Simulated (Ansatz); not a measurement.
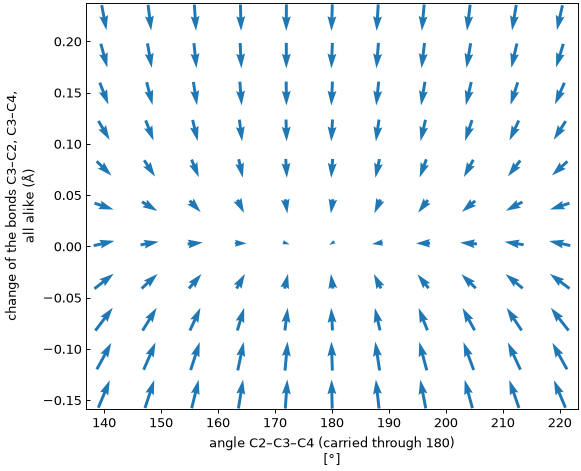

C₃H₄AlF, SMILES FC=C=[CH][AlH2]. First axis: angle C2–C3–C4 (carried through 180). Second axis: change of the bonds C3–C2, C3–C4, all alike. Nothing is relaxed (all other coordinates rigid). The scan uses an 11 × 11 grid. Points are written as (first, second). Theory: RKS CAM-B3LYP-D4/def2-SVP (Ansatz 0.2.0).

Drawn: arrows along the force (downhill), their lengths compressed.

The arrows alone are given. Where is the energy lowest?

Answer. The arrows converge at about (177°, 0.000 Å) (read from the interpolated surface).

The energy map of the same scan:

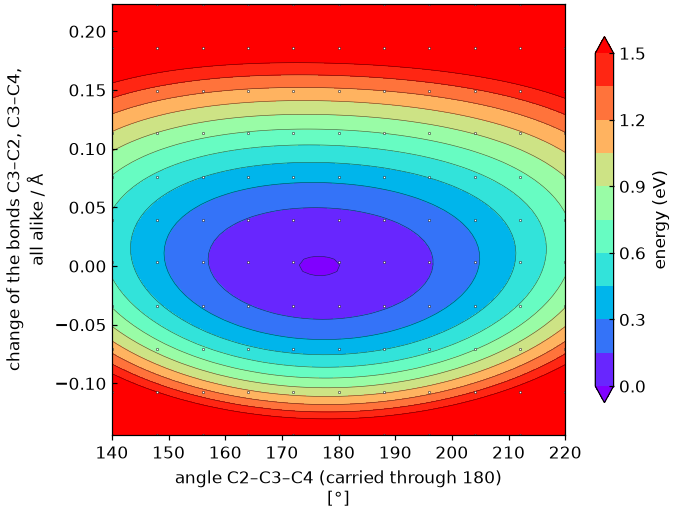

Energies are in eV, from the lowest grid point; between grid points the surface is interpolated.
